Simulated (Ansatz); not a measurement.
# ZrSeS monolayer, Janus: the cell at rest, part 2 of 2

Aim: bring ZrSeS monolayer, Janus to small forces and stress, as phonons need.

Ansatz 0.2.0; DFT PBEsol, scalar-relativistic, plane waves, PAW.

So far. Step 2 (Probe on a coarse mesh): The coarse mesh shows a gap of 0.66 eV.

### Step 5. Relaxation, k-mesh 12×12×1 (continued)

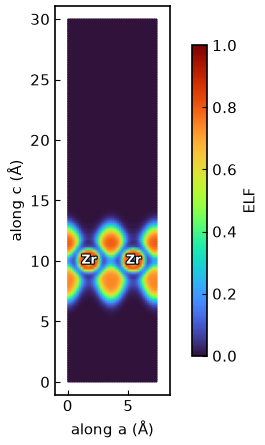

ELF in the ac plane at fractional y = 0.000, with atoms of Zr within 0.2 Å of it. It is the smooth field of the valence electrons, not physical close to the nuclei. The map starts off the cell's origin, so that atoms lie inside it.

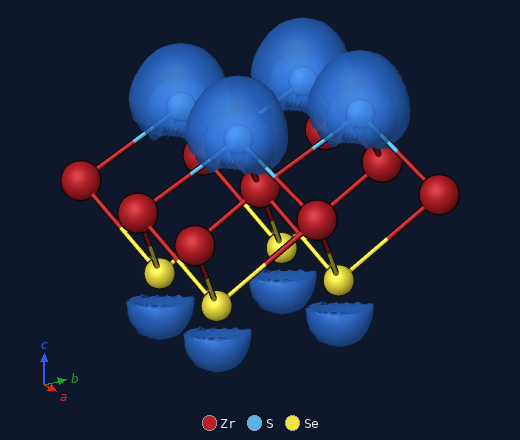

Surface of ELF = 0.83. 2×2×1 cells are drawn.

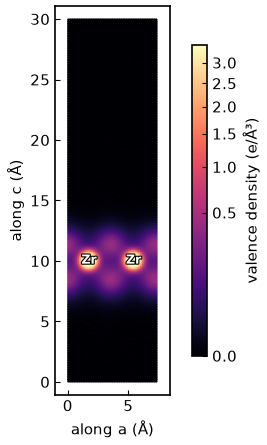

Valence density in the ac plane at fractional y = 0.000, with atoms of Zr within 0.2 Å of it. It is the smooth field of the valence electrons, not physical close to the nuclei. The map starts off the cell's origin, so that atoms lie inside it. The colour scale is stretched toward low values.

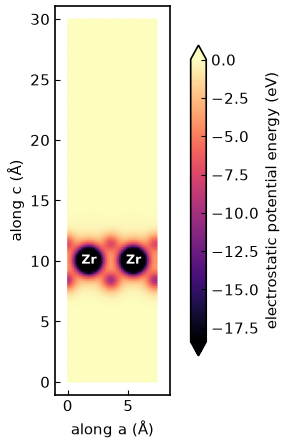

Electrostatic potential energy in the ac plane at fractional y = 0.000, with atoms of Zr within 0.2 Å of it. With pseudopotentials it is smooth inside the atoms' cores, unlike the true potential. The map starts off the cell's origin, so that atoms lie inside it.

### Step 6. Tight relaxation

Phonons need a cell at rest on their own settings, so the relaxation is repeated with tight tolerances on forces and stress on the k mesh and occupations of the first response run.

input.yaml reads:

```yaml
crystal:
  lattice:
    - [3.6861156064, 0.0, 0.0]
    - [-1.8430578032, 3.1922697564, 0.0]
    - [0.0, 0.0, 30.0]
  atoms:
    - { symbol: Zr, position: [0.0, 0.0, 0.334927477] }
    - { symbol: S, position: [0.3333333333, 0.6666666667, 0.3812318418] }
    - { symbol: Se, position: [0.6666666667, 0.3333333333, 0.2805073478] }
  periodic: [true, true, false]
kpoints:
  mp_grid: { grid: [12, 12, 1] }
hamiltonian:
  xc: pbesol
scf:
  occupations: { method: fixed }
output:
  forces: true
  stress: true
  eigenvalues: true
  write_density: true
  write_potential: true
  elf: true
  volumetric_format: npy
relax:
  adjacent_minimum: "off"
  f_tol: 0.001
  max_steps: 60
  cell: { stress_2d_tol: 0.002 }
```

On the command line:

```
> ansatz run input.yaml --threads 8 --pin off --max-ram 14336MiB --backend cpu --events-out ev --progress --plain --runs-dir out
```

Numbers of over 12 decimals in the logs are rounded to 6 here.

What it wrote:

```text
[...]
Crystal: 3 atoms, lattice volume = 353.012 Å³
Basis set: ecut = 420 eV, 6905 PW (Γ), exchange–correlation on 50×50×432 points (8 copies of the dense FFT grid, shifted against one another)
Bands: 21, of which v1, the nominal top of the filled ones, is band 17 counted from 1 (16 counted from 0)
Symmetry: 6 space group operations
[...]
k-points: 19 of 144 (time reversal used)
[...]
k-point 18: bands = [... 13 lower, -9.2861, -8.0903, -7.8778, -7.8115, -3.8110, -3.2920, -3.0381, -1.0915]
--- Relaxed structure (4 steps of the walk, 4 accepted, 1 SCFs on fresh bases) ---
[...]
cell:  # Å, volume = 352.8124 Å³
    - [3.685072, 0.0, 0]
    - [-1.842536, 3.191366, 0]
    - [0, 0, 30.0]
  atoms:
    - { symbol: Zr, position: [0, 0, 0.334930] }
    - { symbol: S, position: [0.333333, 0.666667, 0.381255] }
    - { symbol: Se, position: [0.666667, 0.333333, 0.280481] }
[key lines of the parts left out:]
SCF converged after 9 iterations
Free energy (F): -10442.071805 eV
Fermi energy:    -5.783781 eV
P = ½ c Tr σ = -0.0003 N/m
```

Elapsed: 11 s, on 8 threads of Arm Neoverse V2, shared host; peak memory 0.88 GiB.

Little changed from the start: no atom moved by 0.005 Å and no cell edge by 0.1 %.

This step gave:

| Quantity | Value |
| --- | --- |
| gap on the k-mesh | 0.5727 eV |
| direct gap on mesh | 1.196 eV |
| area per atom | 3.92 Å² |

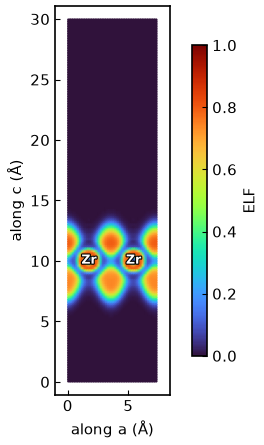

ELF in the ac plane at fractional y = 0.000, with atoms of Zr within 0.2 Å of it. It is the smooth field of the valence electrons, not physical close to the nuclei. The map starts off the cell's origin, so that atoms lie inside it.

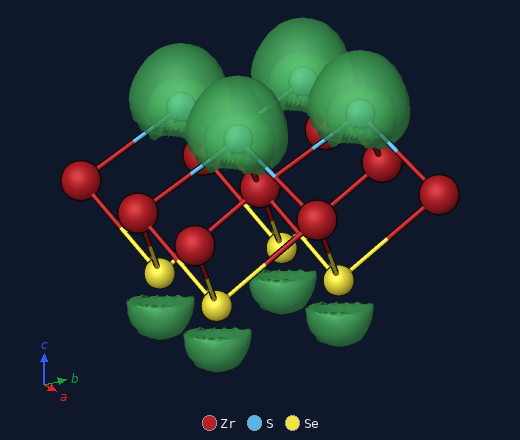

Surface of ELF = 0.83. 2×2×1 cells are drawn.

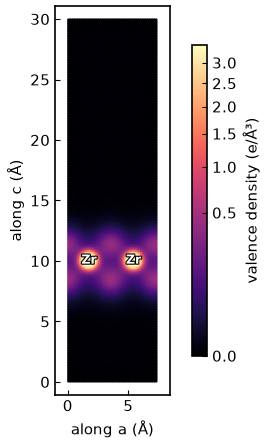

Valence density in the ac plane at fractional y = 0.000, with atoms of Zr within 0.2 Å of it. It is the smooth field of the valence electrons, not physical close to the nuclei. The map starts off the cell's origin, so that atoms lie inside it. The colour scale is stretched toward low values.

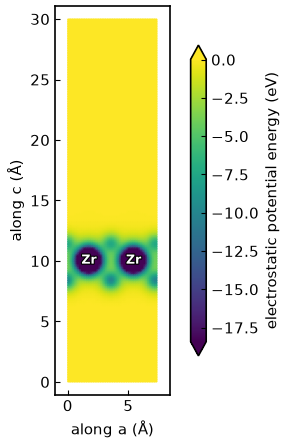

Electrostatic potential energy in the ac plane at fractional y = 0.000, with atoms of Zr within 0.2 Å of it. With pseudopotentials it is smooth inside the atoms' cores, unlike the true potential. The map starts off the cell's origin, so that atoms lie inside it.

The largest force component left is 0.077 meV/Å, within the tolerances set.

### Step 7. What came out

| Property | Result |
| --- | --- |
| space group after relaxation (within 0.01 Å) | P3m1 |
| lattice constant a | 3.685 Å |
| lattice constant b | 3.685 Å |
| area per atom | 3.92 Å² |
| gap on the k-mesh | 0.573 eV |

What this shows: The largest force component left is 0.077 meV/Å, within the tolerances set. The relaxation keeps the symmetry of its start, so it says nothing on stability against lower symmetry. The starting cell was built on a prototype and not taken from a measurement.

[Logs are printed without paths, hosts, clocks, repeated set-up lines and the standing remarks that a program may print on its own settings, such as how far it seeks lower states.]

[Hosts, paths, dates, database ids (printed as entryN), source tags and the programs' standing remarks are cut or masked in the printed files.]
